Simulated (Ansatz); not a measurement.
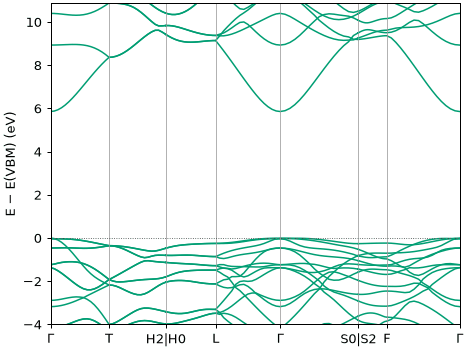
Fig. 1. Band structure from PBE (plane waves, PAW; program Ansatz)

### Question
Read off the gap and where the band edges lie.

### Answer
About 5.9 eV (5.86 eV by a search for the band edges); maximum at Γ, minimum at Γ.

The material is Al$_{2}$O$_{3}$ (corundum, R-3c).

Symmetry was held in the PBE relaxation.

Potentials: the earlier of the program's two PAW sets.
